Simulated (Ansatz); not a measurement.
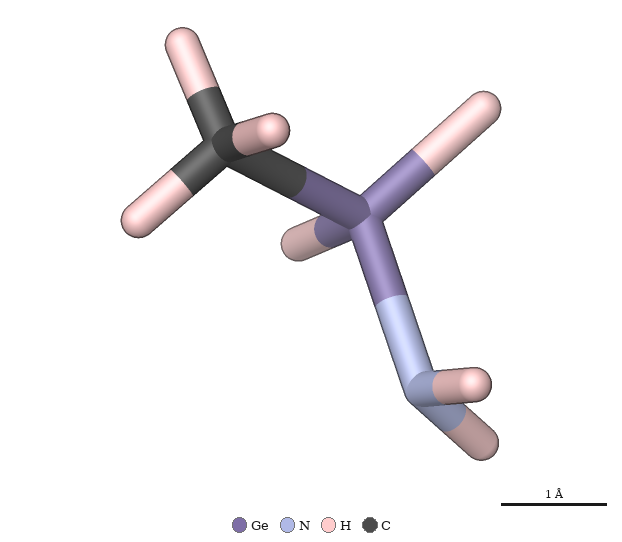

Stick drawing of a structure.

The computed structure is the end point of a PBE0-D4/def2-TZVP optimisation.

Which formula does it have?

Answer. CH₇GeN, 10 atoms: 1 carbon, 7 hydrogen, 1 germanium and 1 nitrogen.

How many atoms are distinct by symmetry?

Answer. 10: 1 Ge, 1 N, 1 H, 1 H, 1 C, 1 H, 1 H, 1 H, 1 H, 1 H.

Which point group does it belong to?

Answer. C1.

How many bonds of each kind are drawn?

Answer. 3 C–H, 2 N–H, 2 Ge–H, 1 Ge–N, 1 C–Ge. Sticks follow a distance rule.

More results for the same structure follow; atom numbers are the same in all pictures, views and colours differ.

Shape

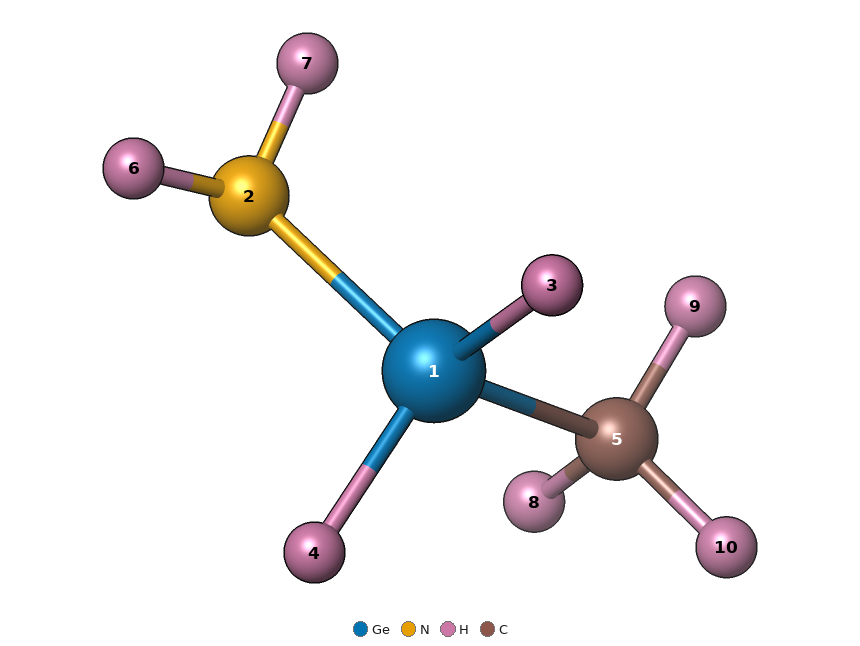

The atoms are numbered.

Estimate the angles N2–Ge1–H3, N2–Ge1–H4, N2–Ge1–C5, H3–Ge1–C5, H4–Ge1–C5, Ge1–N2–H6, Ge1–N2–H7, Ge1–C5–H8, Ge1–C5–H9, Ge1–C5–H10.

| angle | degrees |
| --- | --- |
| N2–Ge1–H3 | 113.6 |
| N2–Ge1–H4 | 105.8 |
| N2–Ge1–C5 | 107.2 |
| H3–Ge1–C5 | 109.7 |
| H4–Ge1–C5 | 112.1 |
| Ge1–N2–H6 | 113.7 |
| Ge1–N2–H7 | 113.7 |
| Ge1–C5–H8 | 109.7 |
| Ge1–C5–H9 | 110.3 |
| Ge1–C5–H10 | 110.7 |

Thermal motion

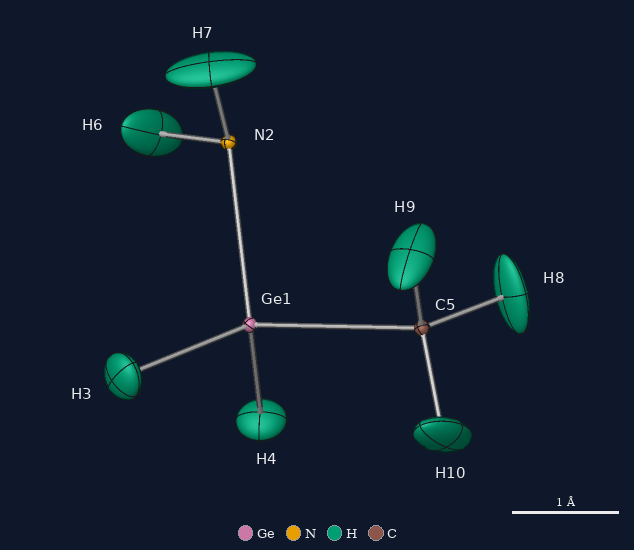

Displacement ellipsoids at the 50 % level, from the internal vibrations of the free molecule (harmonic, no overall translation or rotation; no half-axis is drawn under 0.075 Å). Vibrations computed with RKS PBE0-D4/def2-TZVP (Ansatz 0.2.0). Temperature: 100 K.

Which atom has the largest mean-square displacement?

Answer. H7, with U_eq = 0.0351 Å².

Does H7 move more along its bond or across it?

Answer. Across it: the root-mean-square amplitude is 0.073 Å along the bond and up to 0.283 Å across, since bending and torsion are softer than stretching.

Give the displacement parameters, one line for each set of equivalent atoms.

```
atom  U_eq (Å²)   rms amplitudes (Å)
 Ge1    0.00015  0.009, 0.009, 0.016
  N2     0.0016  0.029, 0.038, 0.050
  H3     0.0184  0.090, 0.150, 0.157
  H4     0.0183  0.088, 0.151, 0.156
  C5     0.0016  0.024, 0.040, 0.051
  H6     0.0334  0.081, 0.144, 0.270
  H7     0.0351  0.073, 0.141, 0.283
  H8     0.0299  0.076, 0.140, 0.254
  H9     0.0307  0.077, 0.140, 0.258
 H10     0.0321  0.086, 0.146, 0.260
```

Vibrations

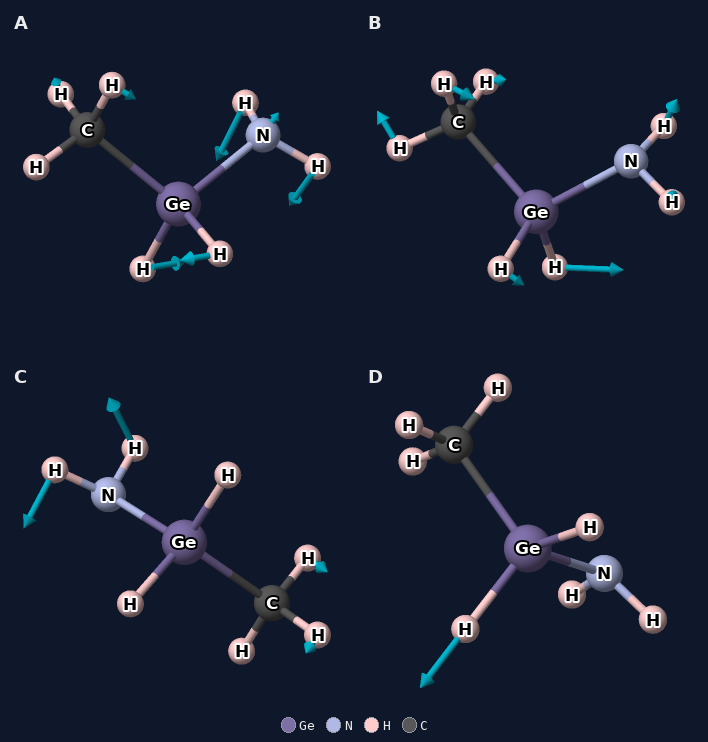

4 normal modes of one molecule or complex, as arrows. Harmonic vibrations computed with RKS PBE0-D4/def2-TZVP (Ansatz 0.2.0) at a stationary point of the same level.

Match the panels to the wavenumbers 144 cm⁻¹, 553 cm⁻¹, 714 cm⁻¹, 2083 cm⁻¹.

Answer. A: 553 cm⁻¹, angle bending
B: 714 cm⁻¹, angle bending
C: 144 cm⁻¹, a torsion or out-of-plane motion in which bond lengths and bond angles hardly change
D: 2083 cm⁻¹, Ge–H stretching

Dipole moment

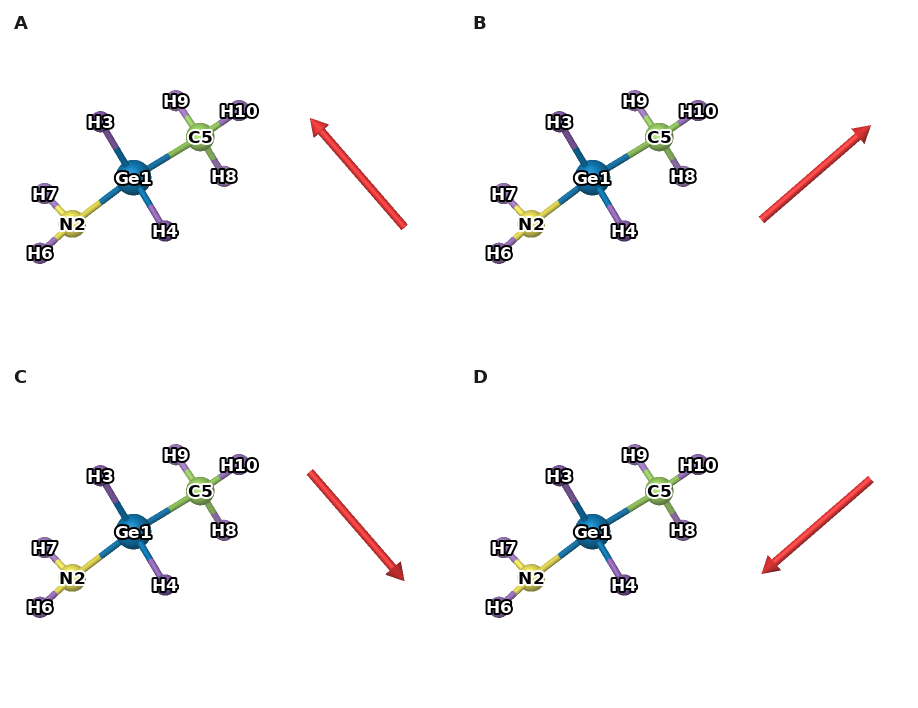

The same molecule four times, each with an arrow. Method: RKS PBE0-D4/def2-TZVP (Ansatz 0.2.0).

Which arrow points along the dipole moment, from the negative to the positive end?

Answer. A. The dipole moment is 0.85 D; it points from the side of H4 to the side of H3 (the outermost atoms at the two ends).
